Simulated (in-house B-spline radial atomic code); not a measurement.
**Te⁵⁺: RPA and GW calculation**

System: Te⁵⁺, configuration [Kr] 4d10 5s1.
Method: RPA, second-order and SOSEX correlation energies and G0W0 (contour deformation) on a scalar-relativistic (spin-free one-electron X2C) mean field, all electrons, B-spline basis (in-house B-spline radial atomic code).

## Key numbers

```tsv
quantity	value
outcome	converged
mean-field total energy	−6787.84364 hartree
total energy with exact exchange alone	−6785.59235 hartree
exact exchange energy	−173.29925 hartree
RPA correlation, extrapolated in the angular momentum of the empty orbitals	−3.70390 hartree
RPA correlation, as summed	−3.64238 hartree
direct second-order term	−4.15693 hartree
second-order exchange term	1.15358 hartree
SOSEX term	1.08294 hartree
hardware	1 CPU thread, shared host
wall time	14 s
```

## Remarks

To bear in mind: spin-orbit coupling, Breit and QED terms are absent.

## Input file
```
Z = 52
electrons = 47.0
configuration = [Kr] 4d10 5s1
hamiltonian = x2c
method = hse06
lmax = 9
rms_radius = 4.7423
spin_polarised = True
box_radius = 10.43
intervals = 67
ion_configuration = [Kr] 4d10
```

The run was one of a batch that the task file lists, launched with:
```bash
python <driver script> task.json out
```

The program writes its results to a structured record and prints no log; tables and figures of this report are taken from that record.

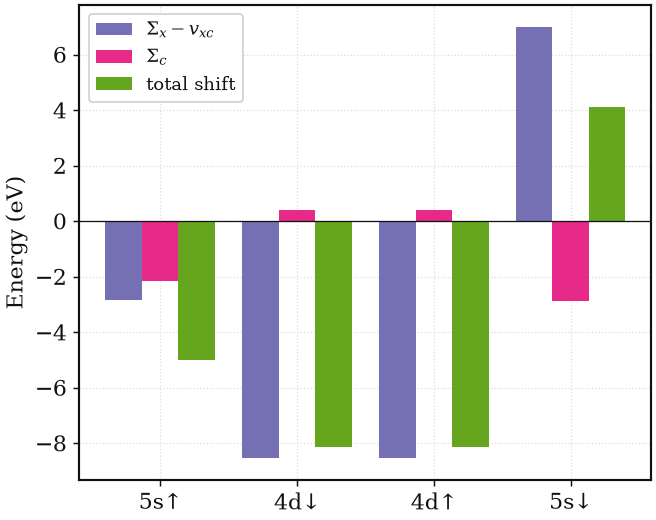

Parts of the G₀W₀ correction to each level for Te⁵⁺ ([Kr] 4d¹⁰ 5s). All-electron spherical atom, scalar X2C, HSE06 start, no spin-orbit coupling, Breit or QED terms; computed with a B-spline radial code. The quasi-particle equation is solved at full frequency; levels of low quasi-particle weight Z are left out. Σ columns are in eV, and Σc holds an estimate for the angular momenta beyond the basis. G₀W₀ moves the highest occupied level, 5s↑, from −66.38 to −71.40 eV (renormalisation factor Z = 0.97). The empty level 5s↓ goes from −62.79 to −58.67 eV.

| Level | Mean field (eV) | Σx − vxc (eV) | Σc (eV) | Z | G₀W₀ (eV) |
| --- | --- | --- | --- | --- | --- |
| 5s↑ | −66.38 | −2.84 | −2.17 | 0.97 | −71.40 |
| 4d↓ | −101.39 | −8.53 | 0.39 | 0.95 | −109.53 |
| 4d↑ | −101.73 | −8.54 | 0.39 | 0.94 | −109.88 |
| 5s↓ | −62.79 | 7.01 | −2.89 | 0.96 | −58.67 |

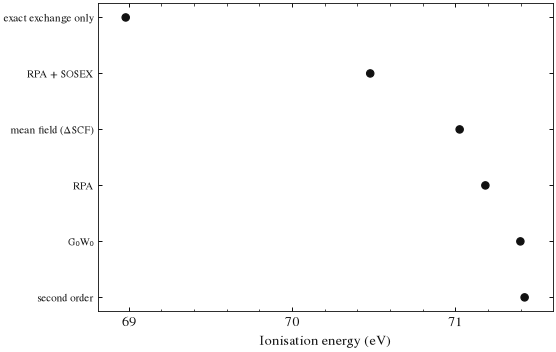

Ionisation energy of Te⁵⁺ ([Kr] 4d¹⁰ 5s → [Kr] 4d¹⁰). Differences of total energies, each species on its own start, beside the G₀W₀ level.

```
             Method  Ionisation energy (eV)
  mean field (ΔSCF)                   71.03
exact exchange only                   68.98
       second order                   71.42
                RPA                   71.18
        RPA + SOSEX                   70.48
               G₀W₀                   71.40
```

The values run from 68.98 eV (exact exchange only) to 71.42 eV (second order).
